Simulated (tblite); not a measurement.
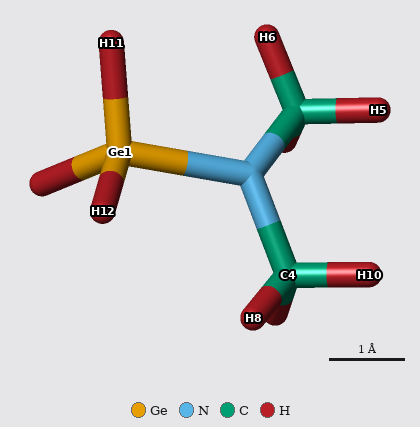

Figure 1. The input geometry (stick view, seen at a tilt; atoms are numbered from 1 in the order of the input). Sticks mark near contacts.

Geometry relaxation, with input and output: C$_{2}$H$_{9}$GeN

The run: geometry relaxation of C$_{2}$H$_{9}$GeN (Ge(NMe2)H3). Method and program: GFN2-xTB geometry optimisation, gas phase (tblite 0.8.0).

## Input
```
{"job": {"xc": "GFN2-xTB", "basis": "xTB", "kind": "relax"}, "charge": 0, "multiplicity": 1}
Ge    -0.019100    -0.056400    -1.694900
N      0.137200     0.265800     0.081800
C      1.086300    -0.530100     0.868000
C     -1.028200     0.629900     0.853500
H      1.399000     0.041500     1.747600
H      1.945000    -0.751300     0.250000
H      0.646400    -1.468900     1.213300
H     -1.680300     1.240800     0.253300
H     -1.585900    -0.255000     1.213900
H     -0.728900     1.200600     1.742900
H      1.366900    -0.089200    -2.222800
H     -0.811000     1.102200    -2.222900
H     -0.731800    -1.329200    -2.101500
```

The first line tells a small driver script what to run in tblite; the rest is the geometry in Å.

Hardware: 1 CPU thread, shared host.

Launch command:
```bash
OMP_NUM_THREADS=1 python <driver script> task.json out
```

## Log
```
step      E/eV     max force
  0    -372.93280    0.709
  1    -372.94633    0.134
  2    -372.94701    0.065
  3    -372.94740    0.037
  4    -372.94758    0.038
  5    -372.94766    0.032
  6    -372.94770    0.017
  7    -372.94772    0.015
  8    -372.94773    0.016
  9    -372.94774    0.011
 10    -372.94775    0.005
 11    -372.94775    0.005
 12    -372.94775    0.005
 13    -372.94775    0.005
 14    -372.94775    0.004
 15    -372.94776    0.004
 16    -372.94776    0.004
 17    -372.94776    0.005
 18    -372.94776    0.006
 19    -372.94777    0.007
 20    -372.94777    0.005
 21    -372.94777    0.004
 22    -372.94777    0.003
```

## Trajectory as extended XYZ (Å, eV, eV/Å), 8 of the 12 frames kept, from step=0 to step=22
```
13
Properties=species:S:1:pos:R:3:forces:R:3 step=0 energy=-372.93280
Ge   -0.0191   -0.0564   -1.6949   -0.2740   0.0670  -0.0700
N     0.1372    0.2658    0.0818    0.4320  -0.2230   0.4350
C     1.0863   -0.5301    0.8680   -0.5500   0.4190  -0.1580
C    -1.0282    0.6299    0.8535    0.1570  -0.3950   0.4800
H     1.3990    0.0415    1.7476    0.0140  -0.0180  -0.0920
H     1.9450   -0.7513    0.2500    0.2310  -0.0310  -0.0880
H     0.6464   -1.4689    1.2133   -0.0410  -0.0970   0.0340
H    -1.6803    1.2408    0.2533   -0.2570   0.1950  -0.2300
H    -1.5859   -0.2550    1.2139    0.0440   0.1810  -0.1190
H    -0.7289    1.2006    1.7429    0.0240  -0.0250  -0.1350
H     1.3669   -0.0892   -2.2228    0.1460  -0.0080  -0.0500
H    -0.8110    1.1022   -2.2229    0.0540  -0.0540   0.0060
H    -0.7318   -1.3292   -2.1015    0.0200  -0.0110  -0.0130
13
Properties=species:S:1:pos:R:3:forces:R:3 step=4 energy=-372.94758
Ge   -0.0275   -0.0541   -1.6933    0.0280  -0.0080   0.0060
N     0.1446    0.2647    0.0922   -0.0030   0.0080  -0.0200
C     1.0775   -0.5253    0.8643    0.0010  -0.0090   0.0100
C    -1.0261    0.6241    0.8615    0.0000   0.0020   0.0120
H     1.3998    0.0414    1.7424    0.0100   0.0040  -0.0070
H     1.9496   -0.7501    0.2512    0.0120   0.0050   0.0060
H     0.6447   -1.4716    1.2144   -0.0070  -0.0080  -0.0010
H    -1.6841    1.2409    0.2498   -0.0020  -0.0130  -0.0040
H    -1.5878   -0.2522    1.2102   -0.0190   0.0010  -0.0070
H    -0.7256    1.2011    1.7403    0.0130   0.0080   0.0060
H     1.3711   -0.0897   -2.2245   -0.0360  -0.0010   0.0130
H    -0.8096    1.1019   -2.2235   -0.0050   0.0180  -0.0090
H    -0.7310   -1.3307   -2.1028    0.0060  -0.0070  -0.0060
13
Properties=species:S:1:pos:R:3:forces:R:3 step=6 energy=-372.94770
Ge   -0.0273   -0.0542   -1.6926   -0.0040   0.0000  -0.0100
N     0.1447    0.2654    0.0923    0.0000  -0.0110   0.0010
C     1.0774   -0.5260    0.8644    0.0010   0.0060  -0.0010
C    -1.0261    0.6242    0.8622    0.0030  -0.0020  -0.0010
H     1.4004    0.0417    1.7413    0.0050   0.0020   0.0070
H     1.9505   -0.7495    0.2521    0.0040  -0.0020   0.0020
H     0.6442   -1.4722    1.2144   -0.0010   0.0010  -0.0040
H    -1.6842    1.2397    0.2495   -0.0020  -0.0010  -0.0010
H    -1.5892   -0.2521    1.2094   -0.0040   0.0050   0.0010
H    -0.7243    1.2017    1.7405    0.0000   0.0000   0.0030
H     1.3698   -0.0898   -2.2241   -0.0160   0.0000   0.0070
H    -0.8096    1.1028   -2.2241    0.0050   0.0020  -0.0010
H    -0.7305   -1.3313   -2.1033    0.0080   0.0010  -0.0020
13
Properties=species:S:1:pos:R:3:forces:R:3 step=10 energy=-372.94775
Ge   -0.0283   -0.0541   -1.6929   -0.0020  -0.0010   0.0050
N     0.1445    0.2644    0.0922   -0.0020   0.0010   0.0000
C     1.0778   -0.5258    0.8646    0.0010  -0.0010   0.0000
C    -1.0259    0.6241    0.8623   -0.0020   0.0000  -0.0010
H     1.4011    0.0419    1.7418   -0.0020  -0.0010  -0.0010
H     1.9512   -0.7496    0.2527    0.0010   0.0000   0.0000
H     0.6440   -1.4720    1.2139    0.0040   0.0010   0.0020
H    -1.6843    1.2393    0.2494    0.0020   0.0030   0.0000
H    -1.5901   -0.2513    1.2095    0.0000   0.0000   0.0040
H    -0.7240    1.2017    1.7406   -0.0010  -0.0020  -0.0020
H     1.3679   -0.0899   -2.2232    0.0020   0.0000  -0.0010
H    -0.8090    1.1034   -2.2245   -0.0010   0.0030  -0.0020
H    -0.7293   -1.3316   -2.1039    0.0000  -0.0030  -0.0040
13
Properties=species:S:1:pos:R:3:forces:R:3 step=12 energy=-372.94775
Ge   -0.0287   -0.0541   -1.6927    0.0040  -0.0020  -0.0020
N     0.1444    0.2643    0.0922    0.0000   0.0000   0.0010
C     1.0779   -0.5258    0.8646   -0.0010   0.0000  -0.0010
C    -1.0260    0.6241    0.8622   -0.0010   0.0000   0.0010
H     1.4011    0.0418    1.7418   -0.0010   0.0000   0.0000
H     1.9514   -0.7496    0.2528    0.0010   0.0010  -0.0010
H     0.6443   -1.4720    1.2139    0.0020  -0.0020   0.0020
H    -1.6841    1.2394    0.2493    0.0010   0.0020  -0.0010
H    -1.5903   -0.2512    1.2098   -0.0010  -0.0010   0.0020
H    -0.7240    1.2015    1.7405    0.0000   0.0010   0.0010
H     1.3678   -0.0899   -2.2232   -0.0020   0.0000   0.0010
H    -0.8089    1.1037   -2.2246   -0.0010   0.0020   0.0000
H    -0.7292   -1.3318   -2.1043   -0.0010  -0.0020  -0.0030
13
Properties=species:S:1:pos:R:3:forces:R:3 step=16 energy=-372.94776
Ge   -0.0289   -0.0543   -1.6929   -0.0030   0.0000   0.0010
N     0.1441    0.2639    0.0922   -0.0020  -0.0030  -0.0010
C     1.0779   -0.5259    0.8646    0.0000  -0.0010   0.0010
C    -1.0262    0.6240    0.8624    0.0010   0.0010   0.0000
H     1.4008    0.0419    1.7418    0.0000   0.0010  -0.0010
H     1.9516   -0.7494    0.2528   -0.0010   0.0020   0.0000
H     0.6451   -1.4724    1.2144    0.0010   0.0000   0.0000
H    -1.6838    1.2399    0.2492    0.0000  -0.0020   0.0020
H    -1.5908   -0.2509    1.2105    0.0000   0.0020  -0.0020
H    -0.7238    1.2016    1.7404    0.0010   0.0010   0.0000
H     1.3675   -0.0898   -2.2229    0.0030   0.0000  -0.0010
H    -0.8089    1.1041   -2.2248    0.0010  -0.0030   0.0020
H    -0.7291   -1.3323   -2.1055    0.0000   0.0030  -0.0010
13
Properties=species:S:1:pos:R:3:forces:R:3 step=18 energy=-372.94776
Ge   -0.0291   -0.0546   -1.6932    0.0000  -0.0010   0.0060
N     0.1436    0.2631    0.0922   -0.0020  -0.0030  -0.0010
C     1.0778   -0.5261    0.8647    0.0010   0.0000   0.0000
C    -1.0262    0.6241    0.8626    0.0010   0.0010  -0.0010
H     1.4005    0.0422    1.7417    0.0000   0.0000  -0.0010
H     1.9516   -0.7490    0.2527   -0.0010   0.0010   0.0000
H     0.6459   -1.4729    1.2148    0.0000   0.0020  -0.0020
H    -1.6835    1.2402    0.2493   -0.0010  -0.0010   0.0020
H    -1.5913   -0.2505    1.2109    0.0000   0.0030  -0.0010
H    -0.7236    1.2019    1.7406    0.0010  -0.0010  -0.0020
H     1.3675   -0.0897   -2.2227    0.0030   0.0000  -0.0010
H    -0.8087    1.1041   -2.2247   -0.0010  -0.0010   0.0010
H    -0.7290   -1.3324   -2.1067    0.0000   0.0020  -0.0010
13
Properties=species:S:1:pos:R:3:forces:R:3 step=22 energy=-372.94777
Ge   -0.0291   -0.0549   -1.6930    0.0010   0.0010  -0.0030
N     0.1429    0.2619    0.0922    0.0010   0.0010   0.0000
C     1.0778   -0.5262    0.8648    0.0000   0.0000   0.0000
C    -1.0262    0.6242    0.8628   -0.0010  -0.0010   0.0000
H     1.4001    0.0426    1.7415    0.0000   0.0000   0.0010
H     1.9516   -0.7484    0.2527    0.0010  -0.0010   0.0000
H     0.6468   -1.4733    1.2150   -0.0010   0.0000   0.0000
H    -1.6834    1.2404    0.2496   -0.0010   0.0010  -0.0010
H    -1.5919   -0.2497    1.2114   -0.0020  -0.0010   0.0020
H    -0.7230    1.2020    1.7404    0.0020   0.0000  -0.0010
H     1.3678   -0.0896   -2.2224    0.0000   0.0000   0.0010
H    -0.8087    1.1038   -2.2244    0.0000  -0.0010   0.0010
H    -0.7289   -1.3322   -2.1082    0.0000   0.0010   0.0000
```

## Results in brief

| quantity | value |
| --- | --- |
| outcome | converged |
| total energy | −372.9478 eV |
| peak memory | 0.17 GiB |
